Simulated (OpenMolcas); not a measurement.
**CH7NSn (SMILES C[NH][SnH3]) at 4 levels**

Aim: a comparison of 4 runs (B3LYP/def2-SVP, BHLYP/def2-SVP, BLYP/def2-SVP, PBE/def2-SVP) of CH7NSn. 

The results are computed with OpenMolcas 26.06.

1 further run of the same task is left out (it didn't finish).

### 1 The system as given

CH7NSn has 10 atoms, charge 0, and is taken as a singlet. As SMILES, `C[NH][SnH3]`. The Sn3–H10 distance was set to 3.780 Å, away from the relaxed value. At this shape a bond of the SMILES string is far longer than usual.

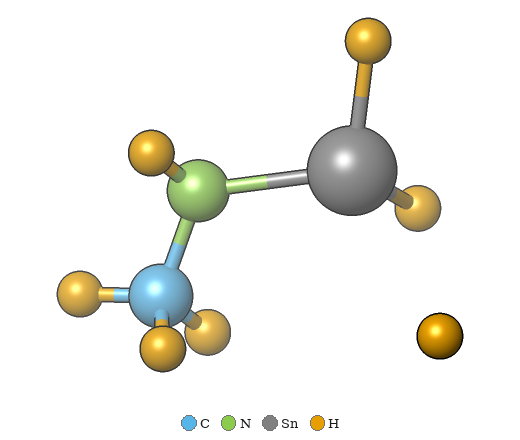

The structure, seen from a chosen angle (carbon blue, nitrogen green, tin grey, hydrogen amber).

### 2 The energy at B3LYP/def2-SVP (core potential) (run 1)

The input, mol.xyz:

```xyz
10

C     -2.485870    -0.547352    -0.714681
N     -1.930470    -1.838252    -0.351981
Sn    -0.690170    -1.934752     1.249619
H     -3.251670    -0.667752    -1.488181
H     -2.984270    -0.104252     0.152819
H     -1.755670     0.189248    -1.082981
H     -1.550170    -2.309352    -1.161681
H     -0.135770    -3.544352     1.334419
H     -1.640070    -1.500852     2.598219
H      2.220200     0.458400     0.948000
```

The input, job.input:

```
&GATEWAY
 BasLib=$CurrDir
 Coord=mol.xyz
 Basis=def2-SVP
 Group=NoSym

&SEWARD
 GridInput
 Grid=UltraFine
 End of Grid

&SCF
 KSDFT=B3LYP
 Thresholds=1e-10 1e-07 1e-07 1e-05
 PrOrbitals=1 2
```

The basis set def2-SVP is read from a file made from the Basis Set Exchange's data (not shown).

On the command line:

```bash
export MOLCAS_MEM=1860
pymolcas job.input > job.log
```

The log of the run:

```text
--- Start Module: gateway ---
[...]
--- Stop Module: gateway /rc=_RC_ALL_IS_WELL_ ---
--- Start Module: seward ---
[...]
      Basis functions           89
--- Stop Module: seward /rc=_RC_ALL_IS_WELL_ ---
[...]
--- Start Module: scf ---
[...]
       Convergence after  25 Iterations
[...]
::    Total KS-DFT energy                            -311.1903780820
[...]
      Total spin, S                                     0.0000000000
[...]
      Total electronic charge=   42.000000
      Total            charge=   -0.000000
[...]
      Dipole Moment (debye):
      Origin of the operator (angstrom)=   -0.9727   -1.7771    0.8998
                   X= -3.1507E+00               Y= -1.8621E+00               Z= -1.0893E+00           Total=  3.8185E+00
      Quadrupole Moment (debye*angstrom):
[...]
--- Stop Module: scf /rc=_RC_ALL_IS_WELL_ ---
[...]
```

Run time: 39 s. Hardware: 1 thread of Intel Xeon 6975P-C (Granite Rapids), shared host; peak memory 0.49 GiB.

### 3 The energy at BHLYP/def2-SVP (core potential) (run 2)

The input, struct.xyz:

```xyz
10

C     -2.485870    -0.547352    -0.714681
N     -1.930470    -1.838252    -0.351981
Sn    -0.690170    -1.934752     1.249619
H     -3.251670    -0.667752    -1.488181
H     -2.984270    -0.104252     0.152819
H     -1.755670     0.189248    -1.082981
H     -1.550170    -2.309352    -1.161681
H     -0.135770    -3.544352     1.334419
H     -1.640070    -1.500852     2.598219
H      2.220200     0.458400     0.948000
```

The input, mol.inp:

```
&GATEWAY
 BasLib=$CurrDir
 Coord=struct.xyz
 Basis=def2-SVP
 Group=NoSym

&SEWARD
 GridInput
 Grid=UltraFine
 End of Grid

&SCF
 KSDFT=HYB_GGA_XC_BHANDHLYP
 Thresholds=1e-10 1e-07 1e-07 1e-05
 PrOrbitals=1 2
```

The basis set def2-SVP is read from a file made from the Basis Set Exchange's data (not shown).

On the command line:

```bash
export MOLCAS_MEM=1860
pymolcas mol.inp > mol.log
```

The log of the run:

```text
--- Start Module: gateway ---
[...]
--- Stop Module: gateway /rc=_RC_ALL_IS_WELL_ ---
--- Start Module: seward ---
[...]
      Basis functions           89
--- Stop Module: seward /rc=_RC_ALL_IS_WELL_ ---
[...]
--- Start Module: scf ---
[...]
       Convergence after  16 Iterations
[...]
::    Total KS-DFT energy                            -310.9543962139
[...]
      Total spin, S                                     0.0000000000
[...]
      Total electronic charge=   42.000000
      Total            charge=   -0.000000
[...]
      Dipole Moment (debye):
      Origin of the operator (angstrom)=   -0.9727   -1.7771    0.8998
                   X= -3.1856E+00               Y= -2.1009E+00               Z= -8.3767E-01           Total=  3.9069E+00
      Quadrupole Moment (debye*angstrom):
[...]
--- Stop Module: scf /rc=_RC_ALL_IS_WELL_ ---
[...]
```

It took 28 s on 1 thread of Intel Xeon 6975P-C (Granite Rapids), shared host; peak memory 0.49 GiB.

Run 3 isn't shown in full; the table further down has it.

### 4 The energy at PBE/def2-SVP (core potential) (run 4)

The input, run.input:

```
&GATEWAY
 BasLib=$CurrDir
 Coord
 10
 angstrom
 C       -2.485870      -0.547352      -0.714681
 N       -1.930470      -1.838252      -0.351981
 Sn      -0.690170      -1.934752       1.249619
 H       -3.251670      -0.667752      -1.488181
 H       -2.984270      -0.104252       0.152819
 H       -1.755670       0.189248      -1.082981
 H       -1.550170      -2.309352      -1.161681
 H       -0.135770      -3.544352       1.334419
 H       -1.640070      -1.500852       2.598219
 H        2.220200       0.458400       0.948000
 Basis=def2-SVP
 Group=NoSym

&SEWARD
 GridInput
 Grid=UltraFine
 End of Grid

&SCF
 KSDFT=PBE
 Thresholds=1e-10 1e-07 1e-07 1e-05
 PrOrbitals=1 2
```

The basis set def2-SVP is read from a file made from the Basis Set Exchange's data (not shown).

On the command line:

```bash
export MOLCAS_MEM=1860
pymolcas run.input > run.log
```

The log of the run:

```text
--- Start Module: gateway ---
[...]
--- Stop Module: gateway /rc=_RC_ALL_IS_WELL_ ---
--- Start Module: seward ---
[...]
      Basis functions           89
--- Stop Module: seward /rc=_RC_ALL_IS_WELL_ ---
[...]
--- Start Module: scf ---
[...]
       Convergence after  40 Iterations
[...]
::    Total KS-DFT energy                            -310.9852271594
[...]
      Total spin, S                                     0.0000000000
[...]
      Total electronic charge=   42.000000
      Total            charge=   -0.000000
[...]
      Dipole Moment (debye):
      Origin of the operator (angstrom)=   -0.9727   -1.7771    0.8998
                   X= -3.1169E+00               Y= -1.6774E+00               Z= -1.2608E+00           Total=  3.7574E+00
      Quadrupole Moment (debye*angstrom):
[...]
--- Stop Module: scf /rc=_RC_ALL_IS_WELL_ ---
[...]
```

Wall time 66 s (1 thread of Intel Xeon 6975P-C (Granite Rapids), shared host); peak memory 0.49 GiB.

### 5 All runs side by side

```tsv
run	level	energy (Eh)	dipole moment (D)	HOMO energy (eV)	LUMO energy (eV)	wall time
1	B3LYP/def2-SVP (core potential)	-311.190378	3.82	-5.47	-3.74	39 s
2	BHLYP/def2-SVP (core potential)	-310.954396	3.91	-6.22	-3.03	28 s
3	BLYP/def2-SVP (core potential)	-310.690516	19.96	-3.33	-1.54	65 s
4	PBE/def2-SVP (core potential)	-310.985227	3.76	-4.82	-3.99	66 s
```

### 6 What came out

| quantity | value |
| --- | --- |
| run 4: total energy | -310.98523 Eh |
| run 4: dipole moment | 3.76 D |
| run 4: HOMO energy | -4.82 eV |
| run 4: LUMO energy | -3.99 eV |
| run 4: HOMO–LUMO gap | 0.83 eV |

**Reading.** The dipole moment (its size) runs from 3.76 D (PBE/def2-SVP) to 19.96 D (BLYP/def2-SVP). So wide a spread suggests that the runs ended on unlike SCF solutions, not only an effect of the method. The HOMO–LUMO gap runs from 0.83 eV (PBE/def2-SVP) to 3.20 eV (BHLYP/def2-SVP). Totals of different functionals can't be ranked against each other. In runs 1, 2, 3, 4 a closed-shell determinant meets a far-stretched bond, which it describes badly. All runs together took 3.3 min, the longest 66 s.
